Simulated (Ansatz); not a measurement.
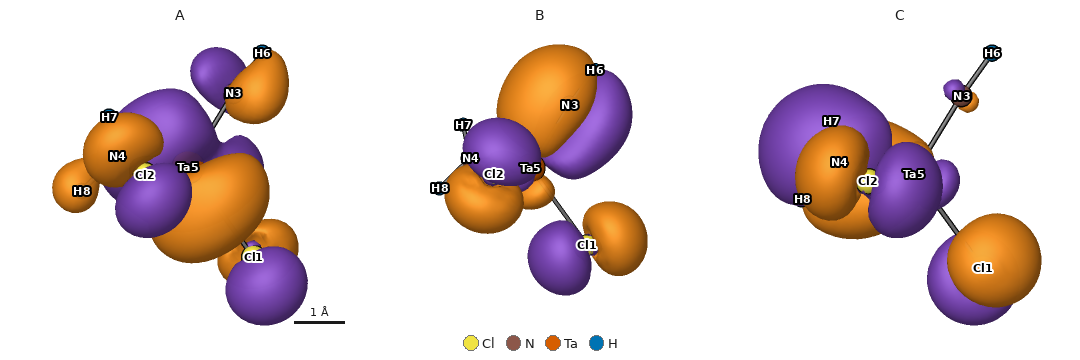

*Cl2H3N2Ta. Three frontier orbitals at ±0.08 Å⁻³ᐟ² (orange and purple are the two phases), in no order.*

Geometry: PBE0-D4/def2-SVP; core potentials replace the inner electrons of Ta.

Computed with isolated molecule in a Gaussian basis; Kohn-Sham density functional theory, functional PBE0 in Ansatz.

```xyz
8

Cl   -0.9926    0.9289   -4.0327
Cl    1.8772    3.2682   -2.8448
N    -1.0492    2.8174   -1.2512
N     0.7018    0.5309   -0.9786
Ta    0.0930    1.9089   -2.2215
H    -1.7243    3.4037   -0.7742
H     0.4109    0.3982   -0.0150
H     1.3876   -0.1763   -1.2418
```

Order the three orbitals by energy and name them.

C is the HOMO−1 (−8.47 eV). By Hirshfeld shares it lies mainly on N4 (about 55 %), Cl1 (about 15 %), Cl2 (about 15 %) and Ta5 (about 10 %); largely a combination of lone pairs on N4, Cl1 and Cl2. B is the HOMO (−8.16 eV). By Hirshfeld shares it lies mainly on N3 (about 50 %), Ta5 (about 20 %), Cl2 (about 15 %) and Cl1 (about 15 %); largely a combination of lone pairs on N3, Cl2 and Cl1. A is the LUMO (−1.63 eV). Its weight (Hirshfeld) is mainly on Ta5 (about 60 %), Cl1 (about 15 %), Cl2 (about 15 %) and N3 (about 5 %).

What is the HOMO–LUMO gap?

6.53 eV between the orbital energies.
